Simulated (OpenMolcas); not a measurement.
## SiH3O (SMILES O[SiH2]): the energy, rung by rung

The species is SiH3O (5 atoms), meant as a doublet with charge 0. SMILES: `O[SiH2]`. The shape is that of a GFN2-xTB optimisation. This is one conformer, not always the lowest.

```xyz
5

O     0.5573   -0.4338    0.7985
Si    0.0019    0.3419   -0.5339
H     0.7257   -1.3707    0.8148
H    -1.2448   -0.2536   -1.0008
H    -0.0401    1.7160   -0.0786
```

Each level gives the energy change with the Si2–H4 bond stretched from 1.458 to 2.917 Å (eV). The values are calculated.

```csv
level,kind,program,value (eV),less FCI/STO-3G,CPU time (all runs)
ROHF/STO-3G,Hartree–Fock,OpenMolcas,3.03,+0.17,4.5 s
USVWN5/STO-3G,LDA,OpenMolcas,3.54,+0.68,11 s
UPBE/STO-3G,GGA,OpenMolcas,3.21,+0.35,13 s
U-r2SCAN/STO-3G,meta-GGA,OpenMolcas,3.28,+0.42,18 s
UB3LYP/STO-3G,global hybrid,OpenMolcas,3.25,+0.39,14 s
"CASSCF(3,3)/STO-3G",multireference,OpenMolcas,3.09,+0.23,4.3 s
ROCCSD(T)/STO-3G,coupled cluster or CI,OpenMolcas,2.78,-0.08,4.9 s
FCI/STO-3G,exact in the basis,OpenMolcas,2.86,0.00,35 s
```

FCI/STO-3G is exact within its basis and frozen core, so for wave-function methods in that basis the difference is their error; functionals converge differently with the basis, so for them it is only a difference. The first shape isn't each level's own minimum. The values span 2.78 to 3.54 eV. All rows use very small basis sets, so even the best lies far from the true value. CPU times are rough (shared hosts, several kinds of processor): they show what a rung costs within a factor of a few.

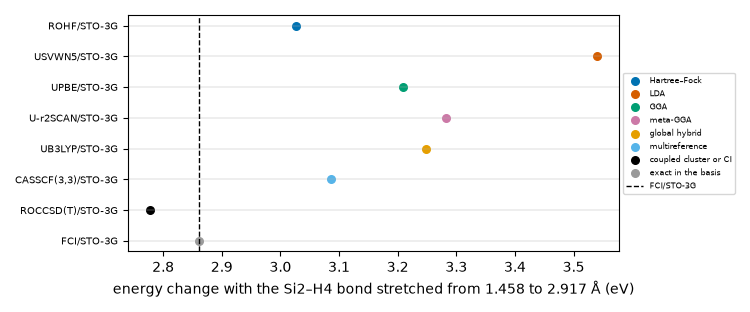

The values of the table, level by level.
